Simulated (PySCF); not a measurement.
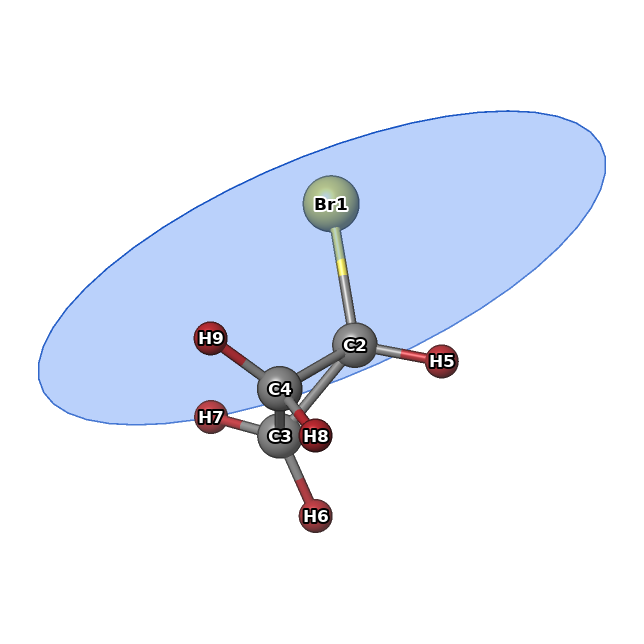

A disc through the centre of mass is drawn in. Depth is shown by fading: the farther an atom, the more it takes the colour of the background. The geometry was computed by an optimisation with PBE0-D3(BJ)/def2-SVP. No frequency run is at hand to confirm it as a minimum.

Question: Is the plane of the disc a mirror plane of the structure?

Answer: No. The point group is Cs, with 1 mirror plane, and this plane isn't one of its mirror planes.
